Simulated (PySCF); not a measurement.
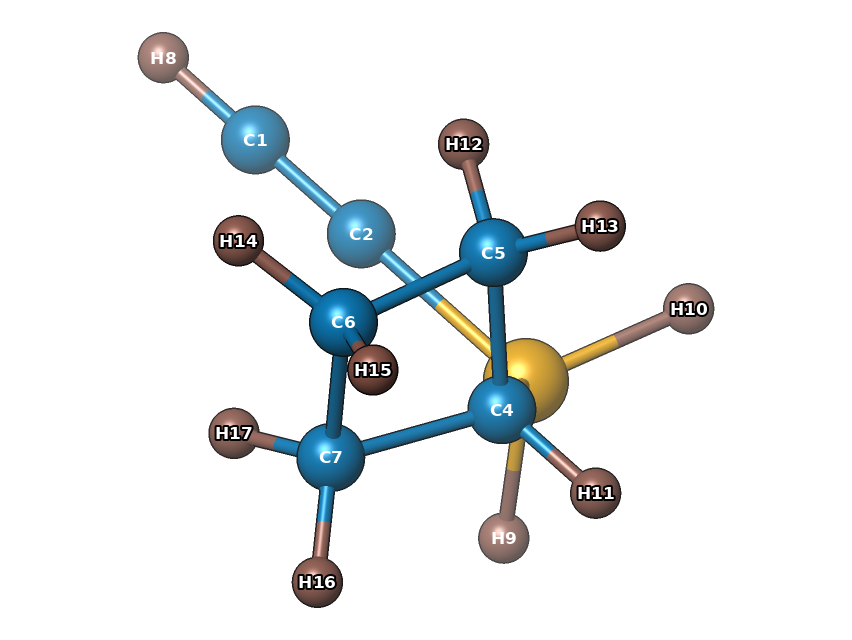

Ge3 lies behind C4. The molecule seen nearly along the C4–Ge3 bond, C4 in front. Atoms fade into the background with distance from the viewer. The geometry was computed by an optimisation with GFN2-xTB. No frequency run is at hand to confirm it as a minimum.

What is the torsion angle C5–C4–Ge3–C2? The sign is positive where the front bond must turn clockwise to cover the back bond.

Answer. −52°, synclinal (gauche). The bonds about C4–Ge3 are staggered.
